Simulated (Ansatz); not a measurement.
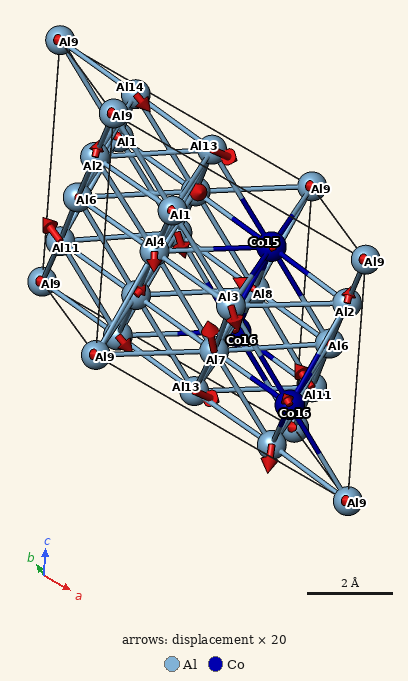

This is a relaxation of crystalline Al₇Co (a generated structure, set up in P1) (coarse preliminary run). The starting structure is drawn; red arrows show the displacements (the part carried along by the change of the cell is left out), magnified 20 times.

Style: ball-and-stick. Shown: the cell of the calculation, slightly off an axis.

Case: elements placed on the fcc lattice with unlike neighbours.

Method: DFT r2SCAN, scalar-relativistic, plane waves, PAW (Ansatz).

Input
```yaml
crystal:
  lattice:
    - [-3.9832634, 3.9832634, -3.9832634]
    - [3.9832634, 3.9832634, 3.9832634]
    - [3.9832634, -3.9832634, -3.9832634]
  atoms:
    - { symbol: Al, position: [0.2522820255, 0.0024128239, 0.7517003029] }
    - { symbol: Al, position: [0.9973575881, 0.2482538419, 0.7451587084] }
    - { symbol: Al, position: [0.5021481181, 0.0056219564, 0.507045683] }
    - { symbol: Al, position: [0.2518753183, 0.2546902219, 0.5060882946] }
    - { symbol: Al, position: [0.5043240701, 0.7572449193, 0.7547318666] }
    - { symbol: Al, position: [0.9992507799, 0.4995733772, 0.5022966619] }
    - { symbol: Al, position: [0.5061558148, 0.2532763113, 0.2478079249] }
    - { symbol: Al, position: [0.7559965542, 0.7512889579, 0.5024598235] }
    - { symbol: Al, position: [0.0007188679, 0.0009887798, 0.0020305256] }
    - { symbol: Al, position: [0.248872942, 0.4985870205, 0.2489494342] }
    - { symbol: Al, position: [0.0009138934, 0.7471956498, 0.2467354992] }
    - { symbol: Al, position: [0.7530086423, 0.2571190217, 0.0075220656] }
    - { symbol: Al, position: [0.4967531327, 0.4971134908, 0.0019891237] }
    - { symbol: Al, position: [0.247703067, 0.7518593037, 0.0035809203] }
    - { symbol: Co, position: [0.7506064904, 0.5011282158, 0.7526125295], spin: 3.0 }
    - { symbol: Co, position: [0.7526736723, 0.0001355744, 0.2508919378], spin: 3.0 }
  symmetry: { detect: false }
basis:
  ecutwfc: 500
kpoints:
  mp_grid: { grid: [2, 2, 2], shift: [0.5, 0.5, 0.5] }
hamiltonian:
  xc: r2scan
scf:
  occupations: { method: gaussian, width: 0.1 }
  lower_state_search: "off"
output:
  forces: true
  stress: true
  eigenvalues: true
  populations: true
magnetization:
  spin_polarized: true
relax:
  adjacent_minimum: "off"
  f_tol: 0.04
  max_steps: 50
  cell: { stress_tol: 0.3 }
```

Run as
```bash
ansatz run input.yaml --threads 4 --pin off --max-ram 9216MiB --backend cpu --events-out ev --progress --plain --runs-dir out
```

> Which element moves most?

Aluminium: up to 0.052 Å, against 0.018 Å for cobalt.

> Describe the change and its energy.

The atom that moves furthest relative to the cell is Al7 (0.052 Å along [−1 −1 2]). Largest moves by element: Al 0.052 Å, Co 0.018 Å. Cell: a = c 6.899 → 6.757 Å (−2.1 %), b 6.899 → 6.758 Å (−2.0 %), α 109.5° → 108.1°, β 109.5° → 110.2°, γ 109.5° → 110.2°. Volume −6.1 %. Near-neighbour distances that change, for instance: Al3–Al7 2.856 → 2.707 Å, Al11–Al13 2.840 → 2.705 Å, Al8–Al10 2.857 → 2.735 Å, Al4–Al7 2.887 → 2.777 Å. Within 0.06 Å the space group is P1 at the start and P4/mmm at the end; at a tighter tolerance small leftover displacements or strains of the cell lower it. After 3 accepted moves (4 points after the start) the energy has fallen by 26.7 meV per atom. The largest force component goes from 0.34 to 0.019 eV/Å. The pressure goes from −5.96 to −0.14 GPa. The SCF was repeated once at an unchanged geometry on a basis and grid sized afresh for the cell, which shifted the energy by 0.1 meV per atom at most. Cost: 2.7 min on 4 threads of Arm Neoverse V2 (shared host), peak memory 1.2 GiB.

Limits of the set-up: the k-point mesh is coarse for a cell with partly filled bands.
